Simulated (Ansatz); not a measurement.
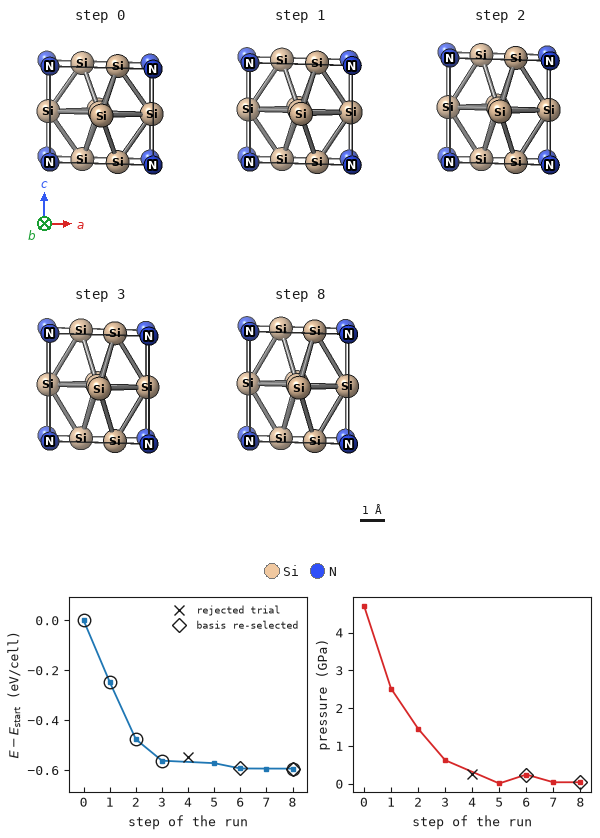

Frames of a relaxation of crystalline Si$_{5}$N (a generated structure, set up in P6/mmm) (coarse preliminary run), marked on the history of the run. A ball-and-stick model of the cell of the calculation, seen from a free direction.

The calculation used DFT PBE, scalar-relativistic, plane waves, PAW in Ansatz. Settings: plane-wave cutoff 420 eV; k-point mesh 6 × 6 × 4; occupations gaussian; smearing width 0.1 eV; collinear spin; cell and atoms relaxed; force threshold 0.04 eV/Å; at most 70 steps.

> Describe the path.

The atoms keep their places relative to the cell (all moves are under 0.005 Å). The drawn cell changes as follows: a = b 4.979 → 4.759 Å (−4.4 %), c 4.076 → 4.658 Å (+14.3 %); the volume changes by +4.4 %. Near-neighbour distances that change, for instance: Si–Si 2.494 → 2.704 Å, Si–Si 2.489 → 2.380 Å. Among the angles between lasting bonds that change: Si–Si–Si 109.6° → 118.9°, Si–Si–Si 146.5° → 150.6°. The space group stays P6/mmm (No. 191). The energy falls by 0.593 eV per cell of the calculation in 5 accepted moves (8 points after the start). All forces vanish by symmetry, so only the cell relaxes. Pressure: 4.71 GPa at the start and 0.04 GPa at the end. The line search rejected the trial step at point 4 of the run. The SCF was repeated twice at an unchanged geometry on a basis and grid sized afresh for the cell, which shifted the energy by 21.2 meV per cell of the calculation at most. From step 0 to 1: volume +1.8 %, energy −0.247 eV per cell of the calculation. From step 1 to 2: volume +0.7 %, energy −0.229 eV per cell of the calculation. From step 2 to 3: volume +0.9 %, energy −85.7 meV per cell of the calculation. From step 3 to 8: volume +1.0 %, energy −31.8 meV per cell of the calculation.

```csv
step,"E − E(0), meV/atom","pressure, GPa","volume, Å³/atom",note
0,0.00,4.71,14.582,
1,-41.15,2.52,14.844,
2,-79.32,1.46,14.949,
3,-93.60,0.63,15.079,
4,-91.32,0.26,15.147,rejected
5,-95.25,0.01,15.188,
6,-98.79,0.25,15.188,"same geometry, new basis"
7,-98.87,0.04,15.227,
8,-98.90,0.04,15.227,"same geometry, new basis"
```

Limits of the set-up: the k-point mesh is coarse for a cell with partly filled bands.
